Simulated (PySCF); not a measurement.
# C3H14BNSi (SMILES [BH3-][NH2+]CCC[SiH3]): what the fields show

```yaml
atoms:
  - { symbol: B, position_ang: [-3.3492, -0.1266, 0.0796] }
  - { symbol: N, position_ang: [-1.8380, 0.4790, 0.3255] }
  - { symbol: C, position_ang: [-0.7564, -0.3168, -0.2487] }
  - { symbol: C, position_ang: [0.6226, 0.2899, 0.0089] }
  - { symbol: C, position_ang: [1.7375, -0.5564, -0.5978] }
  - { symbol: Si, position_ang: [3.4709, 0.1732, -0.2946] }
  - { symbol: H, position_ang: [-4.0813, 0.6508, 0.6123] }
  - { symbol: H, position_ang: [-3.3644, -1.2021, 0.5925] }
  - { symbol: H, position_ang: [-3.5018, -0.1713, -1.1013] }
  - { symbol: H, position_ang: [-1.8376, 1.4146, -0.0700] }
  - { symbol: H, position_ang: [-1.7231, 0.5588, 1.3316] }
  - { symbol: H, position_ang: [-0.8181, -1.3197, 0.1796] }
  - { symbol: H, position_ang: [-0.9410, -0.4036, -1.3218] }
  - { symbol: H, position_ang: [0.7822, 0.3804, 1.0874] }
  - { symbol: H, position_ang: [0.6601, 1.2972, -0.4163] }
  - { symbol: H, position_ang: [1.6813, -1.5641, -0.1824] }
  - { symbol: H, position_ang: [1.5597, -0.6574, -1.6700] }
  - { symbol: H, position_ang: [3.5268, 1.5125, -0.8850] }
  - { symbol: H, position_ang: [4.4713, -0.6976, -0.9077] }
  - { symbol: H, position_ang: [3.6934, 0.2701, 1.1498] }
```

Geometry: GFN2-xTB.

Computed with PBE0/pcSseg-1, SCF density, gas phase, non-relativistic (PySCF).

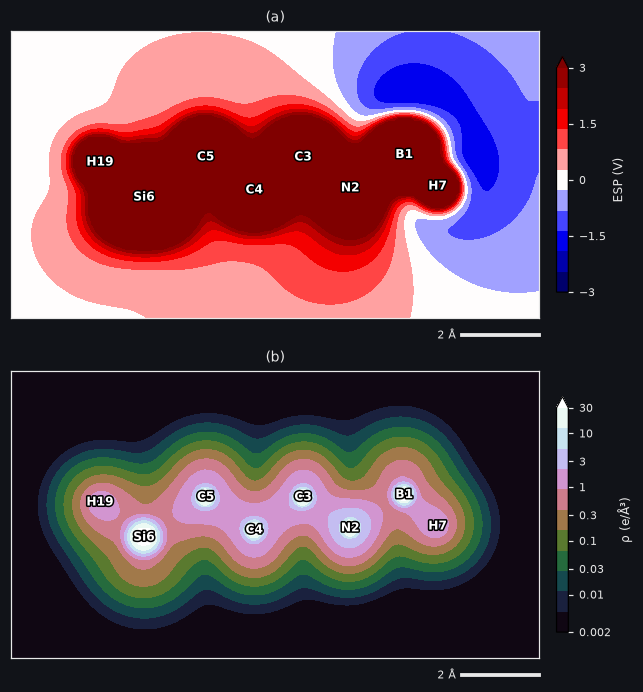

Figure 1. (a) molecular electrostatic potential; (b) total electron density on the plane of atoms B1, N2 and C3.

What does the map show?

- Atoms in the plane: B, N, C, Si and H.
- C–N (1.46 Å): ρ at the midpoint is about 1.9 e/Å³.
- C–C (1.53 Å): ρ at the midpoint is about 1.6 e/Å³.
- B–N (1.65 Å): ρ is about 1.1 e/Å³ halfway.
- C–Si (1.91 Å): ρ is about 0.91 e/Å³ halfway.
- B–H (1.19 Å): ρ at the midpoint is about 1.2 e/Å³.
- Outside the dense part of the molecule the potential is most negative (−1.9 V) near H9, which lies off the plane.

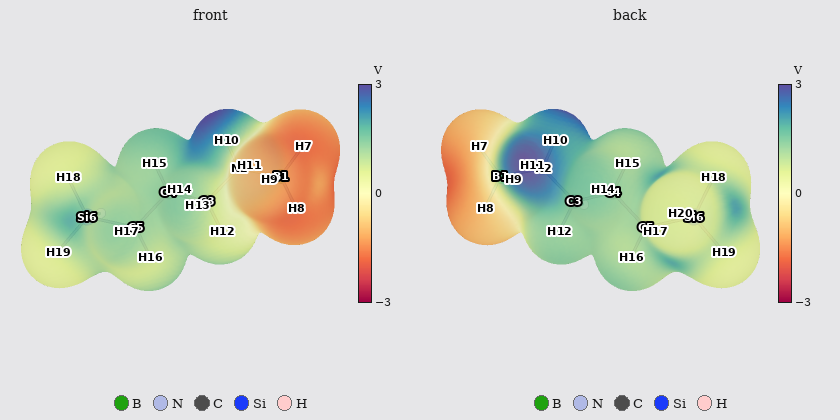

Figure 2. The electrostatic potential painted on the density surface at 0.004 e/bohr³, seen from the front and from behind; red is negative and blue positive.

Describe the electrostatic potential map.

The most negative region (about −1.8 V) lies over H7, the most positive (about +2.9 V) over H10 and H11.
